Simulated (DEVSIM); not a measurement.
Structure: abrupt GaP n-p junction, at 300 K.

| layer (left to right) | material | thickness (μm) | Nd (cm⁻³) | Na (cm⁻³) | τn (s) | τp (s) |
|---|---|---|---|---|---|---|
| 1 | GaP | 8.10 | 1.1e16 | - | 1.6e-6 | 1.6e-6 |
| 2 | GaP | 230 | - | 3.9e16 | 1.6e-6 | 1.6e-6 |

Left contact: ohmic. Right contact: ohmic. Voltage is applied to the left contact. Recombination: SRH at mid-gap, Auger. Mobility is μmin + (μ − μmin)/(1 + (N/Nref)^α).

This is a model device: material constants are rounded textbook-type values typed into the input, and sizes, dopings and lifetimes were drawn at random. Values at 300 K.

```
parameter         GaP
-------------  ------
gap (eV)         2.26
affinity (eV)     3.8
permittivity     11.1
Nc (cm⁻³)      1.8e19
Nv (cm⁻³)      1.9e19
μn (cm²/Vs)       250
μp (cm²/Vs)       150
μn,min             10
μp,min             10
Nref,n         4.4e18
Nref,p           1e18
αn                0.8
αp               0.85
Cn (cm⁶/s)      1e-30
Cp (cm⁶/s)      1e-30
```

DEVSIM, 1D drift-diffusion, Boltzmann statistics, complete ionisation; no tunnelling, impact ionisation, image-force lowering or self-heating.

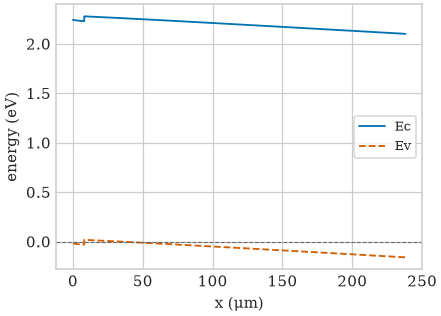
Fig. 1. Band edges at -2.05 V on the left contact

Energies count from the Fermi level of the right contact; mesh points crowd at the junctions.

| x (μm) | Ec (eV) | Ev (eV) | n (cm⁻³) | p (cm⁻³) | field (V/cm) |
|---|---|---|---|---|---|
| 0.000 | 2.241 | -0.019 | 1.1e16 | < 1e2 | -25 |
| 0.05418 | 2.241 | -0.019 | 1.1e16 | 5.0e13 | -25 |
| 0.2299 | 2.241 | -0.019 | 1.1e16 | 2.1e14 | -24 |
| 0.7999 | 2.239 | -0.021 | 1.2e16 | 7.2e14 | -22 |
| 3.986 | 2.233 | -0.027 | 1.4e16 | 3.3e15 | -16 |
| 6.816 | 2.229 | -0.031 | 1.6e16 | 5.3e15 | -13 |
| 7.721 | 2.228 | -0.032 | 1.7e16 | 5.9e15 | -12 |
| 8.041 | 2.231 | -0.029 | 1.5e16 | 6.9e15 | 1200 |
| 8.099 | 2.254 | -0.006 | 6.1e15 | 1.7e16 | 9800 |
| 8.151 | 2.276 | 0.016 | 2.7e15 | 3.9e16 | 830 |
| 8.322 | 2.277 | 0.017 | 2.5e15 | 4.2e16 | ≈ 0 |
| 9.284 | 2.276 | 0.016 | 2.5e15 | 4.1e16 | ≈ 0 |
| 12.02 | 2.275 | 0.015 | 2.3e15 | 4.1e16 | ≈ 0 |
| 20.96 | 2.268 | 0.009 | 1.9e15 | 4.1e16 | ≈ 0 |
| 71.35 | 2.232 | -0.028 | 6.9e14 | 4.0e16 | ≈ 0 |
| 173.2 | 2.152 | -0.108 | 9.1e13 | 3.9e16 | ≈ 0 |
| 218.2 | 2.116 | -0.144 | 2.9e13 | 3.9e16 | ≈ 0 |
| 232.0 | 2.105 | -0.155 | 1.0e13 | 3.9e16 | ≈ 0 |
| 236.9 | 2.101 | -0.159 | 2.2e12 | 3.9e16 | ≈ 0 |
| 237.7 | 2.100 | -0.160 | 6.4e11 | 3.9e16 | ≈ 0 |
| 238.0 | 2.100 | -0.160 | 1.7e11 | 3.9e16 | ≈ 0 |
| 238.1 | 2.100 | -0.160 | < 1e2 | 3.9e16 | ≈ 0 |
